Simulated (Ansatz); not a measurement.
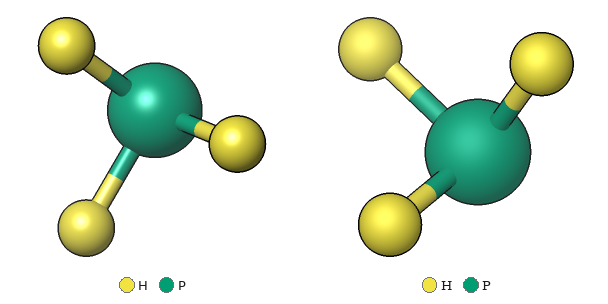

Both panels show the same species.

Computed geometry: PBE0-D4/def2-TZVP optimisation.

Question: Count the atoms of each element.

Answer: PH₃, 4 atoms: 1 phosphorus and 3 hydrogen.

Question: Count the bonded pairs by element.

Answer: 3 P–H. Sticks follow a distance rule.

Question: How many atoms are distinct by symmetry?

Answer: 2: 3 H, 1 P.

The parts below concern this one geometry. Atoms keep their numbers from picture to picture.

**Shape**

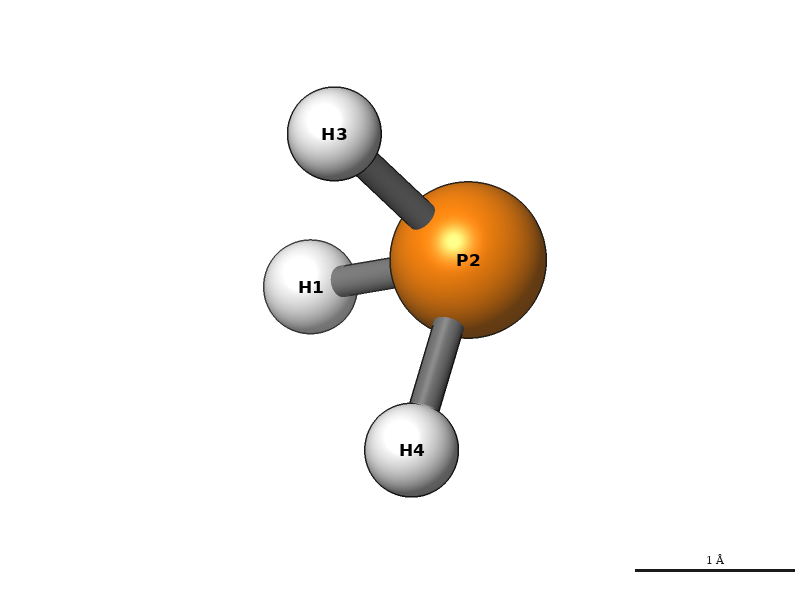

Give these bond angles: H1–P2–H3.

```csv
angle,degrees
H1–P2–H3,93.1
```

**Dipole moment**

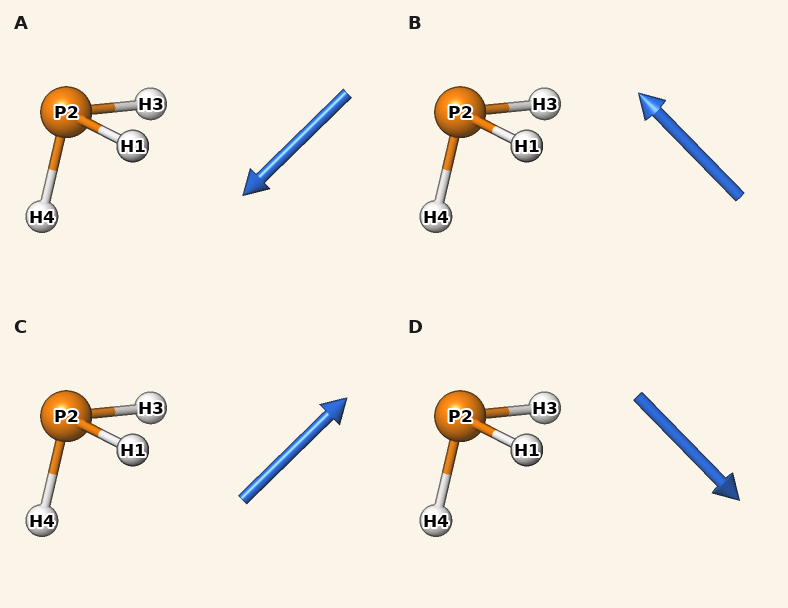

The same molecule four times, each with an arrow. Level of theory: RKS PBE0-D4/def2-TZVP (Ansatz 0.2.0).

Question: Which arrow points along the dipole moment, from the negative to the positive end?

Answer: D. The dipole moment is 0.70 D; it points from the side of P2 to the side of H1, H3, H4 (the outermost atoms at the two ends).

**Electronic properties**

Level of theory: RKS PBE0-D4/def2-TZVPP (Ansatz 0.2.0).

Question: Give the LUMO energy (Kohn–Sham orbital) at this level.

Answer: 0.78 eV.

Question: What is the HOMO energy (Kohn–Sham orbital)?

Answer: −7.86 eV.

**Charges**

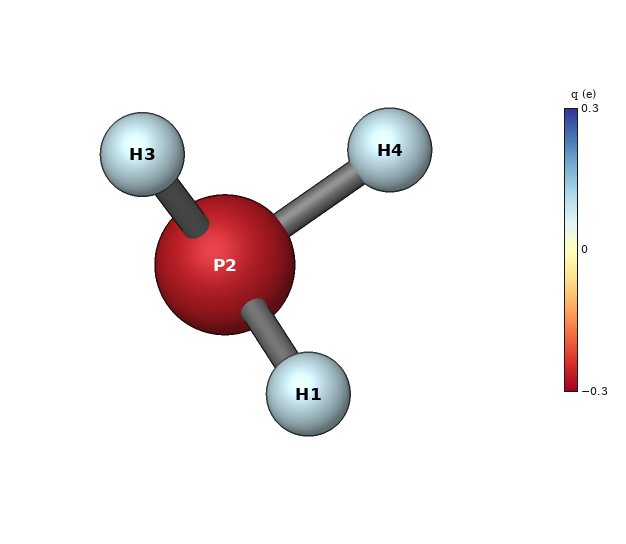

Atoms are coloured by their Mulliken charges. Level of theory: RKS PBE0-D4/def2-TZVP (Ansatz 0.2.0).

Give the Mulliken charges atom by atom.

| atom | value (e) |
| --- | --- |
| H1 | 0.09 |
| P2 | −0.26 |
| H3 | 0.09 |
| H4 | 0.09 |

Mulliken values depend strongly on the basis set and can even reverse the polarity of a bond.
